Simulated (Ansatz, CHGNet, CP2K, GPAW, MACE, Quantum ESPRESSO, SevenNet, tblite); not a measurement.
# Running the unslipped end of a generalised stacking fault on (111) (glide set) of a Ge-Si solid solution (72 atoms) with CP2K

Aim: run the unslipped end of a generalised stacking fault on (111) (glide set) of a Ge-Si solid solution (72 atoms) in CP2K and see how near its forces come to a plane-wave reference, and at what cost.

Calculated with CP2K 2026.2; the method is named at each step.

### Step 1. Set-up

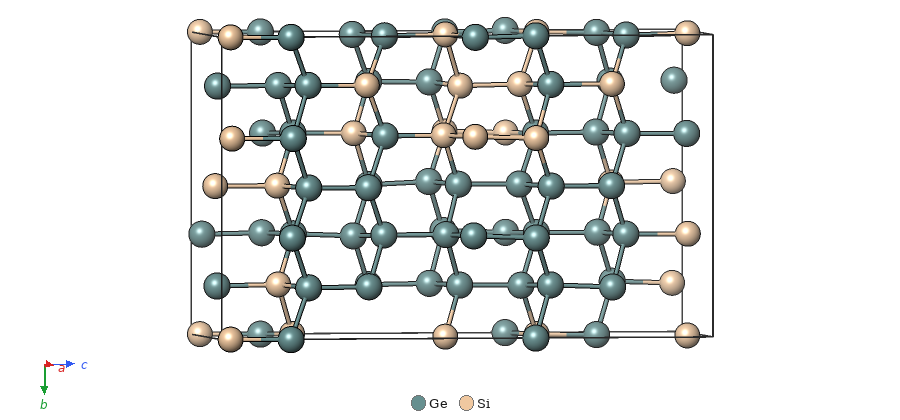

The cell as given, from the side, with the c axis across the page (germanium teal, silicon light orange). Bonds to atoms that aren't drawn are left out. Some periodic images of atoms are drawn too.

The cell holds 72 atoms: 51 Ge and 21 Si. Its edges and angles: a = 6.849 Å, b = 11.862 Å, c = 19.571 Å, α = 90.0°, β = 90.0°, γ = 90.0°. Diamond-structure Ge lattice (a = 5.5919 Å, the value set for the mixture), cell with z along [111], 1 x 3 x 2 periods; the third cell vector is tilted by 0.000 of 1/2[11-2] and lengthened by 0.2 Å, so the stacking has no slip (glide set); displaced by a Gaussian of 0.01 Å; 21 of 72 Ge sites given to Si at random (lattice constant by Vegard's rule between Ge and Si). Then every atom was moved at random, 0.03 Å r.m.s. a Cartesian component. The structure's axis is c.

The yardstick, on the same geometry:

| Item | Value |
| --- | --- |
| method | Kohn-Sham DFT, PBE, SSSP efficiency 1.3.0 pseudopotentials, plane waves (Quantum ESPRESSO 7.5); sssp-pbe-1.3.0-efficiency, cutoffs 45/360 Ry, Γ point |
| r.m.s. force component | 0.6139 eV/Å |
| longest force | 1.952 eV/Å |
| pressure | 1.714 GPa |
| time | 4.1 min on 4 MPI ranks of Arm Neoverse V1, shared host |
| CPU time | 16 min |

### Step 2. PBE, DZVP-UZH, 350/50 Ry, diagonalisation

Method: Kohn-Sham DFT, PBE, GTH-PBE pseudopotentials, Gaussian and plane waves, DZVP-MOLOPT (UZH set), diagonalisation.

input.inp reads:

```
&GLOBAL
  PROJECT cell
  RUN_TYPE ENERGY_FORCE
  PRINT_LEVEL LOW
&END GLOBAL
&FORCE_EVAL
  METHOD QS
  STRESS_TENSOR ANALYTICAL
  &DFT
    BASIS_SET_FILE_NAME BASIS_MOLOPT_UZH
    POTENTIAL_FILE_NAME POTENTIAL_UZH
    &MGRID
      CUTOFF 350
      REL_CUTOFF 50
    &END MGRID
    &QS
      EPS_DEFAULT 1.0E-12
    &END QS
    &SCF
      SCF_GUESS ATOMIC
      EPS_SCF 1.0E-06
      MAX_SCF 200
      ADDED_MOS 32
      &DIAGONALIZATION
        ALGORITHM STANDARD
      &END DIAGONALIZATION
      &SMEAR ON
        METHOD FERMI_DIRAC
        ELECTRONIC_TEMPERATURE [K] 580
      &END SMEAR
      &MIXING
        METHOD BROYDEN_MIXING
        ALPHA 0.15
        NBROYDEN 8
      &END MIXING
      &PRINT
        &RESTART OFF
        &END RESTART
      &END PRINT
    &END SCF
    &XC
      &XC_FUNCTIONAL PBE
      &END XC_FUNCTIONAL
    &END XC
    &PRINT
      &MULLIKEN ON
      &END MULLIKEN
      &HIRSHFELD ON
        SHAPE_FUNCTION DENSITY
      &END HIRSHFELD
      &MO ON
        EIGENVALUES T
        OCCUPATION_NUMBERS T
        MO_INDEX_RANGE 133 156
        &EACH
          QS_SCF 0
        &END EACH
        ADD_LAST NUMERIC
      &END MO
    &END PRINT
  &END DFT
  &SUBSYS
    &CELL
      A 6.84865 0.00000 0.00000
      B 0.00000 11.86221 0.00000
      C 0.00000 0.00000 19.57091
    &END CELL
    &TOPOLOGY
      COORD_FILE_NAME structure.xyz
      COORD_FILE_FORMAT XYZ
    &END TOPOLOGY
    &KIND Ge
      BASIS_SET DZVP-MOLOPT-PBE-GTH-q4
      POTENTIAL GTH-PBE-q4
    &END KIND
    &KIND Si
      BASIS_SET DZVP-MOLOPT-PBE-GTH-q4
      POTENTIAL GTH-PBE-q4
    &END KIND
  &END SUBSYS
  &PRINT
    &FORCES ON
    &END FORCES
    &STRESS_TENSOR ON
    &END STRESS_TENSOR
  &END PRINT
&END FORCE_EVAL
```

structure.xyz reads:

```xyz
72

Ge 3.42686 2.01681 0.43761
Ge 3.41446 2.00922 2.85637
Ge 5.73835 1.93745 3.63373
Si 5.68287 1.94517 5.98459
Si 6.83173 11.85972 0.35071
Ge 0.00493 0.01222 2.75695
Si 2.27978 11.79566 3.61299
Ge 2.27341 0.05670 6.01277
Ge 4.51182 0.04591 6.89659
Si 4.53340 0.00391 9.31399
Si 3.45316 5.94143 0.33956
Si 3.42919 5.93858 2.81547
Ge 5.68280 5.96551 3.66798
Ge 5.64657 5.96717 6.04976
Si 6.79016 3.97633 0.41901
Ge 6.83906 3.98309 2.84541
Ge 2.25711 3.91607 3.64410
Si 2.30354 3.93363 6.06542
Ge 4.64654 3.96933 6.89738
Si 4.53860 3.96210 9.24862
Ge 1.06599 1.95311 6.87800
Ge 1.11886 1.97399 9.28131
Si 3.40823 2.05631 10.10564
Si 3.42857 2.00222 12.48057
Ge 5.71760 1.95430 13.30646
Si 5.71643 1.94623 15.74421
Ge 0.02116 0.05077 10.09585
Ge 6.84577 0.00546 12.50894
Si 2.27909 11.86138 13.35754
Ge 2.32977 0.02728 15.73638
Ge 4.54367 0.06750 16.51981
Si 4.55401 0.01103 18.95560
Ge 3.40563 9.86509 0.41980
Si 3.45097 9.81479 2.84835
Ge 5.74472 9.87956 3.65389
Ge 5.70273 9.85453 6.06600
Ge 0.06493 7.93594 0.41236
Ge 0.01062 7.89335 2.80666
Ge 2.25499 7.86915 3.66544
Ge 2.30258 7.96203 6.04526
Ge 4.52552 7.86014 6.87017
Ge 4.58360 7.86002 9.33161
Ge 1.15907 5.99397 6.87624
Ge 1.09469 5.88401 9.26291
Ge 3.44220 5.92304 10.02833
Ge 3.40412 5.93099 12.45962
Ge 5.71390 5.94261 13.32544
Ge 5.70130 5.93846 15.73188
Si 6.83687 3.95581 10.09859
Si 0.01514 4.01678 12.52284
Ge 2.26683 3.96945 13.31742
Ge 2.21629 3.94478 15.72875
Ge 4.59743 3.92924 16.54720
Ge 4.59442 3.94181 18.92292
Ge 1.16811 1.98194 16.47694
Ge 1.11386 1.96403 19.04289
[... 12 atom lines left out ...]
Si 1.16989 5.95768 16.51687
Si 1.16187 5.92043 18.98652
Ge 1.12626 9.83875 16.57519
Si 1.10332 9.91693 18.96617
```

On the command line:

```console
$ OMP_NUM_THREADS=2 cp2k.psmp -i input.inp > output.txt
```

Numbers of over 12 decimals in the logs are rounded to 6 here.

The program printed:

```text
CP2K| version string:                                       CP2K version 2026.2
 CP2K| Input file name                                                 input.inp
 GLOBAL| Basis set file name                                    BASIS_MOLOPT_UZH
 GLOBAL| Potential file name                                       POTENTIAL_UZH
 GLOBAL| Run type                                                   ENERGY_FORCE
 GLOBAL| Total number of message passing processes                             1
 GLOBAL| Number of threads for this process                                    2
 TOTAL NUMBERS AND MAXIMUM NUMBERS
  Total number of            - Atomic kinds:                                   2
                             - Atoms:                                         72
                             - Shell sets:                                    72
                             - Shells:                                       360
                             - Primitive Cartesian functions:                288
                             - Cartesian basis functions:                   1008
                             - Spherical basis functions:                    936
  Maximum angular momentum of- Orbital basis functions:                        2
                             - Local part of the GTH pseudopotential:          0
                             - Non-local part of the GTH pseudopotential:      4
 SCF PARAMETERS         Density guess:                                    ATOMIC
                        max_scf:                                             200
                        eps_scf:                                        1.00E-06
                        added MOs                                        32    0
                        Mixing method:                            BROYDEN_MIXING
                                                charge density mixing in g-space
                        Smear method:                                FERMI_DIRAC
                        Electronic temperature [K]:                        580.0
                        Electronic temperature [a.u.]:                  1.84E-03
                        Accuracy threshold:                             1.00E-10
 Extrapolation method: initial_guess
 Number of electrons:                                                        288
 Number of occupied orbitals:                                                144
 Number of molecular orbitals:                                               176
 Number of orbital functions:                                                936
 Number of independent orbital functions:                                    936
 SCF WAVEFUNCTION OPTIMIZATION
  Step     Update method      Time    Convergence         Total energy    Change
     1 NoMix/Diag. 0.15E+00    4.0     0.62387437      -286.7529386577 -2.87E+02
     2 Broy./Diag. 0.15E+00    5.3     0.01869825      -282.3551350420  4.40E+00
     3 Broy./Diag. 0.15E+00    5.3     0.08791538      -281.6908913656  6.64E-01
     4 Broy./Diag. 0.15E+00    5.3     0.00768951      -282.7971065335 -1.11E+00
[...]
16 Broy./Diag. 0.15E+00    5.6     0.00000116      -282.6148963640 -1.18E-05
    17 Broy./Diag. 0.15E+00    6.1     0.00000028      -282.6148939750  2.39E-06
  *** SCF run converged in    17 steps ***
  Electronic density on regular grids:       -288.0000000000        0.0000000000
  Core density on regular grids:              287.9999999991       -0.0000000009
  Total charge density on r-space grids:       -0.0000000009
  Total charge density g-space grids:          -0.0000000009
  Overlap energy of the core charge distribution:               6.71936e-07
  Self energy of the core charge distribution:               -641.353328
  Core Hamiltonian energy:                                    146.310739
  Hartree energy:                                             297.592982
  Exchange-correlation energy:                                -85.162447
  Electronic entropic energy:                                  -0.00284003
  Fermi energy:                                                 0.184849
  Total energy:                                              -282.614894
  Total energy (extrapolated to T->0):                       -282.613474
 MO| EIGENVALUES AND OCCUPATION NUMBERS
 MO|
 MO|  Index      Eigenvalue [a.u.]        Eigenvalue [eV]             Occupation
 MO|    133               0.132535               3.606454               2.000000
 MO|    134               0.136619               3.717596               2.000000
 MO|    135               0.137892               3.752222               2.000000
[...]
MO|    155               0.223902               6.092694               0.000000
 MO|    156               0.224575               6.110987               0.000000
 MO| Sum:                                                             288.000000
 MO| E(Fermi):            0.184849 a.u.          5.029988 eV
 !-----------------------------------------------------------------------------!
                     Mulliken Population Analysis
 #  Atom  Element  Kind  Atomic population                           Net charge
       1     Ge       1          4.074329                             -0.074329
       2     Ge       1          4.038293                             -0.038293
       3     Ge       1          4.061365                             -0.061365
[...]
71     Ge       1          4.027571                             -0.027571
      72     Si       2          3.870453                              0.129547
 # Total charge                            288.000000                  0.000000
 !-----------------------------------------------------------------------------!
 !-----------------------------------------------------------------------------!
                           Hirshfeld Charges
  #Atom  Element  Kind  Ref Charge     Population                    Net charge
      1       Ge     1       4.000          4.006                        -0.006
      2       Ge     1       4.000          3.993                         0.007
      3       Ge     1       4.000          3.995                         0.005
[...]
71       Ge     1       4.000          3.986                         0.014
     72       Si     2       4.000          4.007                        -0.007
  Total Charge                                                           -0.000
 !-----------------------------------------------------------------------------!
 ENERGY| Total FORCE_EVAL ( QS ) energy [hartree]           -282.614877
 FORCES| Atomic forces [hartree/bohr]
 FORCES|   Atom     x               y               z               |f|
 FORCES|      1 -7.55107823E-04 -1.08144901E-02 -2.57005412E-02   2.78933899E-02
 FORCES|      2  7.61458997E-03 -2.64926922E-02 -2.73211167E-03   2.77003458E-02
 FORCES|      3 -1.23369753E-02  1.09377580E-02  1.33944163E-03   1.65417536E-02
[...]
FORCES|     71  6.68477662E-03  1.11051055E-02  8.41148870E-03   1.54519496E-02
 FORCES|     72  9.87005406E-03  3.35525836E-03  2.77982423E-02   2.96886847E-02
 FORCES| Sum    -1.96057204E-07 -4.25342810E-07  3.52399347E-07
 FORCES| Total atomic force                                       5.86123053E-07
 STRESS| Analytical stress tensor [bar]
 STRESS|                        x                   y                   z
 STRESS|      x       -3.56117882428E+04  -1.33663417825E+03  -7.86735295986E+03
 STRESS|      y       -1.33663417825E+03   8.84463473963E+04   5.38012004826E+02
 STRESS|      z       -7.86735295986E+03   5.38012004826E+02   1.52583825568E+04
 STRESS| 1/3 Trace                                             2.26976472368E+04
```

Elapsed: 1.9 min, on 2 threads of Arm Neoverse V1, shared host; peak memory 1.9 GiB.

Banners, paths, timers and routine set-up lines are dropped from the logs unmarked, and long logs keep their key lines alone; longer cuts are marked.

Against the reference:

- r.m.s. force component: 0.6264 eV/Å
- r.m.s. difference of force components: 23.07 meV/Å
- longest difference of force vectors: 99.14 meV/Å
- force difference over r.m.s. force: 3.757 %
- slope of forces against the reference's: 1.02
- correlation of force components: 0.9995
- pressure: 2.27 GPa
- pressure difference: 0.5558 GPa

Length of the force difference by element (eV/Å):

| element | atoms | mean | most |
| --- | --- | --- | --- |
| Ge | 51 | 0.016 | 0.052 |
| Si | 21 | 0.062 | 0.099 |

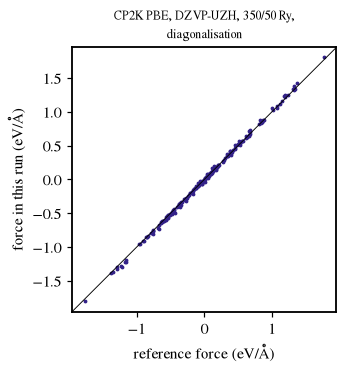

Force components against those of the reference; the line marks equality.

Local excerpt of 14 atoms (numbers count through the whole input) about Ge55, which bears the longest force; x, y, z are measured from there.

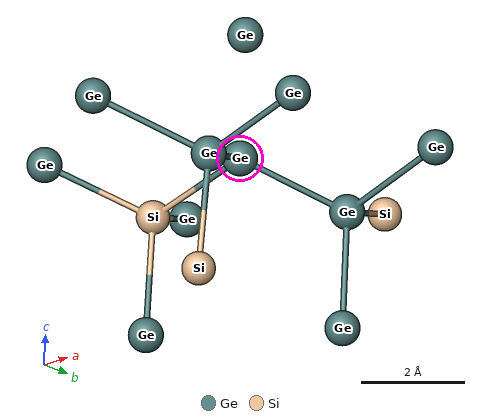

The atoms of the table, within 4.0 Å (arrows a, b, c point along x, y, z); some may hide others; the central atom is ringed.

| atom | x | y | z | distance (Å) | bonds | Hirshfeld charge (e) | Fx | Fy | Fz (eV/Å) |
| --- | --- | --- | --- | --- | --- | --- | --- | --- | --- |
| Ge55 | 0.00 | 0.00 | 0.00 | 0.00 | 4 | 0.01 | -1.39 | -0.36 | 1.32 |
| Ge52 | 1.05 | 1.96 | -0.75 | 2.35 | 4 | 0.01 | 1.11 | 0.88 | 0.00 |
| Ge30 | 1.16 | -1.95 | -0.74 | 2.39 | 4 | 0.01 | -0.45 | -0.75 | -0.51 |
| Si26 | -2.30 | -0.04 | -0.73 | 2.41 | 4 | 0.00 | 0.65 | 0.54 | -0.53 |
| Ge56 | -0.05 | -0.02 | 2.57 | 2.57 | 4 | -0.01 | 0.09 | 0.41 | 0.38 |
| Si29 | 1.11 | -1.98 | -3.12 | 3.86 | 4 | 0.00 | -0.09 | 0.74 | -0.57 |
| Ge31 | 3.38 | -1.91 | 0.04 | 3.88 | 4 | 0.00 | 0.46 | -0.53 | 1.03 |
| Ge51 | 1.10 | 1.99 | -3.16 | 3.89 | 4 | -0.01 | -0.29 | -0.47 | -0.28 |
| Ge25 | -2.30 | -0.03 | -3.17 | 3.92 | 4 | 0.00 | -0.62 | 1.08 | 0.34 |
| Ge53 | -3.42 | 1.95 | 0.07 | 3.94 | 4 | 0.01 | -0.61 | -0.24 | -0.44 |
| Ge53 | 3.43 | 1.95 | 0.07 | 3.94 | 4 | 0.01 | -0.61 | -0.24 | -0.44 |
| Ge31 | -3.47 | -1.91 | 0.04 | 3.97 | 4 | 0.00 | 0.46 | -0.53 | 1.03 |
| Si69 | 0.00 | 3.98 | 0.04 | 3.98 | 4 | 0.00 | -0.95 | -0.51 | 1.24 |
| Ge71 | -0.04 | -4.01 | 0.10 | 4.01 | 4 | 0.01 | 0.34 | 0.57 | 0.43 |

Forces lie 3.8 % from the reference's, at 0.22 times its CPU time (on 2 against 4 cores).

The difference per atom is largest on Si (0.062 eV/Å on average, against 0.016 on Ge).

### Step 3. PBE, TZVP-MOLOPT (SR for Ge), 350/50 Ry, diagonalisation

Method: Kohn-Sham DFT, PBE, GTH-PBE pseudopotentials, Gaussian and plane waves, TZVP-MOLOPT-GTH, diagonalisation.

Changes to input.inp since step 2:

```diff
@@ -9,4 +9,5 @@
   &DFT
-    BASIS_SET_FILE_NAME BASIS_MOLOPT_UZH
-    POTENTIAL_FILE_NAME POTENTIAL_UZH
+    BASIS_SET_FILE_NAME BASIS_MOLOPT
+    BASIS_SET_FILE_NAME BASIS_MOLOPT_UCL
+    POTENTIAL_FILE_NAME GTH_POTENTIALS
     &MGRID
@@ -72,3 +73,3 @@
     &KIND Ge
-      BASIS_SET DZVP-MOLOPT-PBE-GTH-q4
+      BASIS_SET TZVP-MOLOPT-SR-GTH-q4
       POTENTIAL GTH-PBE-q4
@@ -76,3 +77,3 @@
     &KIND Si
-      BASIS_SET DZVP-MOLOPT-PBE-GTH-q4
+      BASIS_SET TZVP-MOLOPT-GTH-q4
       POTENTIAL GTH-PBE-q4
```

structure.xyz is that of step 2.

On the command line:

```console
$ OMP_NUM_THREADS=1 mpirun -np 4 cp2k.psmp -i input.inp > output.txt
```

The program printed:

```text
CP2K| version string:                                       CP2K version 2026.2
 CP2K| Input file name                                                 input.inp
 GLOBAL| Basis set file name                                        BASIS_MOLOPT
 GLOBAL| Potential file name                                      GTH_POTENTIALS
[... lines left out ...]
 Number of electrons:                                                        288
[... lines left out ...]
  Step     Update method      Time    Convergence         Total energy    Change
[... lines left out ...]
  *** SCF run converged in    17 steps ***
[... lines left out ...]
  Fermi energy:                                                 0.182786
  Total energy:                                              -282.737958
  Total energy (extrapolated to T->0):                       -282.736545
[... lines left out ...]
 MO| E(Fermi):            0.182786 a.u.          4.973862 eV
[... lines left out ...]
 ENERGY| Total FORCE_EVAL ( QS ) energy [hartree]           -282.737942
[... lines left out ...]
 FORCES|      1 -7.25648918E-04 -1.07694738E-02 -2.56411600E-02   2.78204461E-02
 FORCES|      2  7.46337757E-03 -2.65726328E-02 -2.40011060E-03   2.77050058E-02
 FORCES|      3 -1.24287473E-02  1.09484641E-02  1.53554614E-03   1.66343178E-02
[...]
FORCES|     71  6.52334215E-03  1.09693352E-02  8.47727491E-03   1.53213739E-02
 FORCES|     72  9.94371287E-03  3.29109337E-03  2.78079581E-02   2.97151687E-02
 FORCES| Sum     3.24759613E-07 -1.48071880E-06  5.32364072E-07
 FORCES| Total atomic force                                       1.60667622E-06
 STRESS| Analytical stress tensor [bar]
 STRESS|                        x                   y                   z
 STRESS|      x       -3.70262039117E+04  -1.32844940495E+03  -7.95164784593E+03
 STRESS|      y       -1.32844940495E+03   8.57530059910E+04   5.50888120023E+02
 STRESS|      z       -7.95164784593E+03   5.50888120023E+02   1.35456441395E+04
 STRESS| 1/3 Trace                                             2.07574820729E+04
```

Wall time 53 s (4 MPI ranks); peak memory 3.5 GiB.

Against the reference:

| Quantity | Value |
| --- | --- |
| r.m.s. force component | 0.6264 eV/Å |
| r.m.s. difference of force components | 23.81 meV/Å |
| longest difference of force vectors | 89.53 meV/Å |
| force difference over r.m.s. force | 3.878 % |
| slope of forces against the reference's | 1.02 |
| correlation of force components | 0.9995 |
| pressure | 2.076 GPa |
| pressure difference | 0.3617 GPa |

Against the first run (3.8 %), the force difference from the reference is 3.9 %, at 1.0 times the CPU time (on 4 against 2 cores), with 1224 basis functions against 936; this set comes with other potentials too, so the change isn't the basis's alone.

(Continued in part 2 of 2.)

[Also dropped from logs without a mark: logging warnings of Python, and SIESTA's first energy breakdown and zero terms.]

[Logs are printed without paths, hosts, clocks, repeated set-up lines and the standing remarks that a program may print on its own settings, such as how far it seeks lower states.]

[Hosts, paths, dates, database ids (printed as entryN), source tags and the programs' standing remarks are cut or masked in the printed files.]
